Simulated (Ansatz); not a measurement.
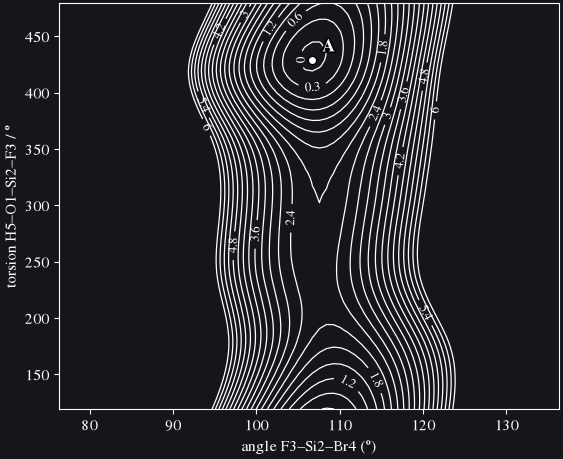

BrFH₂OSi, SMILES O[SiH](F)Br. Two internal coordinates are moved rigidly from the geometry relaxed at PBE0-D4/def2-TZVP, all others fixed. The first coordinate is: angle F3–Si2–Br4; the second: torsion H5–O1–Si2–F3. Grid: 5 × 6 points. Points are written as (first, second). Energies are in kcal/mol, from the lowest grid point. These are results of RHF-CCSD(T), frozen core/def2-TZVPP in Ansatz 0.2.0, not measurements.

In the figure: contour lines labelled in kcal/mol (none above 6), the point A. Between grid points the surface is interpolated.

> Find the lowest pass out of the well at A.

The easiest path leads from the well at (106.3°, 419°) to its copy one period on. Its highest point lies about 2.3 kcal/mol above the bottom of the first well on the interpolated surface, at about (108°, 220°). This is the barrier on the constrained surface; relaxing the other coordinates would change it.

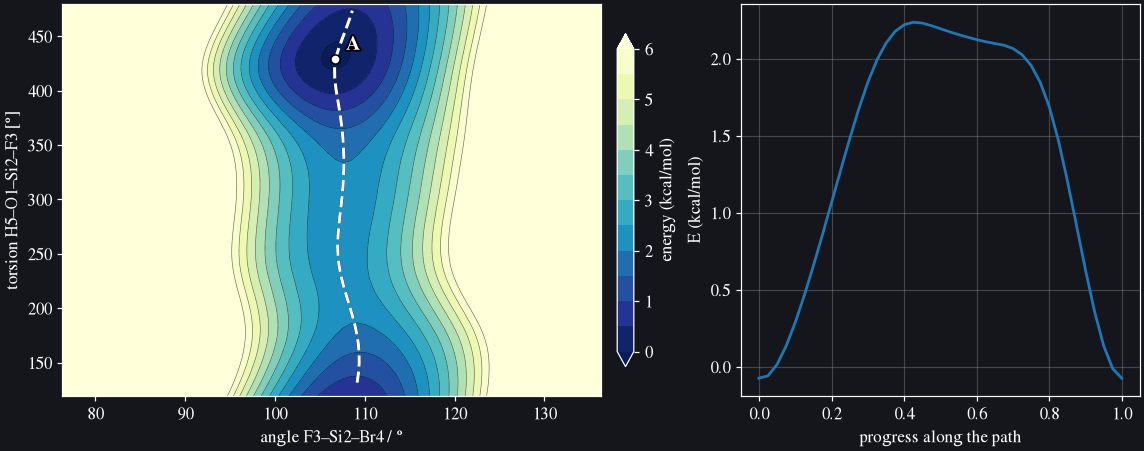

Drawn: filled contours, a line along the lowest path, one colour for all values above the top of the scale, the energy along the path at the right. Between grid points the surface is interpolated.
